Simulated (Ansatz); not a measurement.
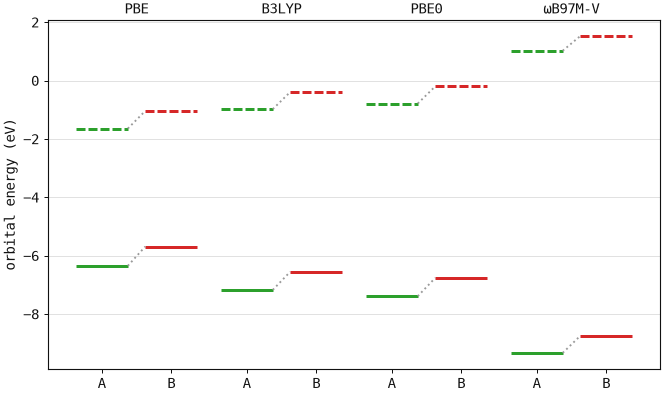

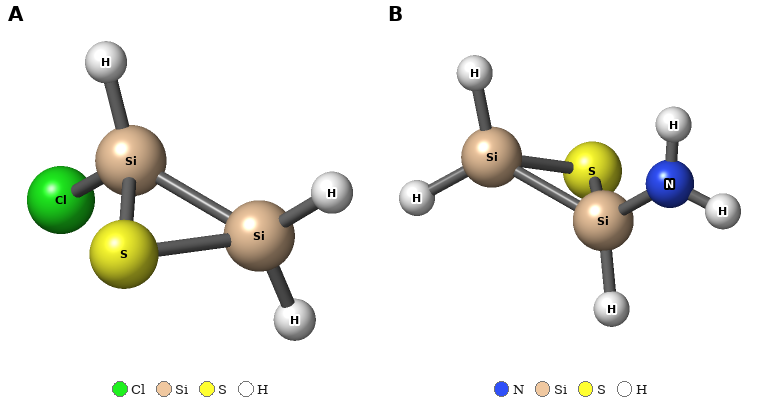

One change: A, Si₂H₃SCl (SMILES Cl[Si@@H]1[SiH2]S1), becomes B, Si₂NH₅S (SMILES N[Si@H]1[SiH2]S1). Cl on Si is replaced by NH₂. HOMO (solid) and LUMO (dashed) computed in def2-TZVPP at PBE0-D4/def2-TZVP geometries, both minima by their frequencies, gas phase, the Ansatz code 0.2.0. Empty levels above zero depend strongly on the basis.

**What does the change do to HOMO and LUMO?**

PBE: the HOMO rises by 0.66 eV, the LUMO rises by 0.60 eV, and the separation goes from 4.70 to 4.65 eV. B3LYP: the HOMO rises by 0.62 eV, the LUMO rises by 0.58 eV, and the separation goes from 6.20 to 6.16 eV. PBE0: the HOMO rises by 0.62 eV, the LUMO rises by 0.58 eV, and the separation goes from 6.60 to 6.56 eV. ωB97M-V: the HOMO rises by 0.58 eV, the LUMO rises by 0.50 eV, and the separation goes from 10.36 to 10.27 eV.

**Do the functionals agree on the effect?**

They agree on the direction for both levels; the HOMO shift lies between 0.58 and 0.66 eV and the LUMO shift between 0.50 and 0.60 eV, while the separations themselves differ by up to 5.7 eV between functionals.
